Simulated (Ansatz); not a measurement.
The relaxed structure here is a generated cell of Bi: the first start was made by placing the elements on the sites of a structure type, and the end was not matched to a known phase here, so it may be hypothetical. Known forms of Bi include space group No. 166.

The end point of a relaxation of Bi. Space group I4/mmm (No. 139). All values below come from r2SCAN (plane waves to 500 eV, PAW, scalar-relativistic; Ansatz, a program for electronic structure).

```cif
data_Bi2
_chemical_formula_sum 'Bi2'
_space_group_name_H-M_alt 'P 1'
_space_group_IT_number 1
_cell_length_a 4.72215
_cell_length_b 4.72215
_cell_length_c 4.72215
_cell_angle_alpha 121.942
_cell_angle_beta 121.942
_cell_angle_gamma 86.668
loop_
_space_group_symop_operation_xyz
  'x, y, z'
loop_
_atom_site_label
_atom_site_type_symbol
_atom_site_fract_x
_atom_site_fract_y
_atom_site_fract_z
_atom_site_occupancy
Bi1 Bi 0.71829 0.71829 0.00000 1
Bi2 Bi 0.28171 0.28171 0.00000 1
```

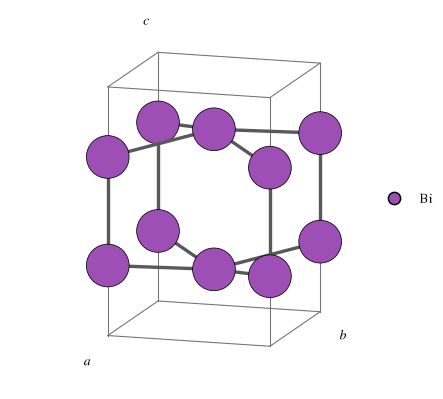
Figure: The conventional cell of the relaxed structure

- Volume per atom = 36.07 Å³
- Density = 9.62 g/cm³
- Band gap = no gap on the sampled points, where the bands overlap only slightly; such a result is sensitive to mesh and level
- Shortest distances = Bi–Bi 3.00 Å
- k-mesh = 14×14×14

No spin polarisation in the result.

The run could not lose the symmetry of its start, so the end can be a saddle point.

It was reached from a disturbed copy of a Pm-3m (No. 221) cell (simple cubic type), against which it lies -0.04 eV/atom.
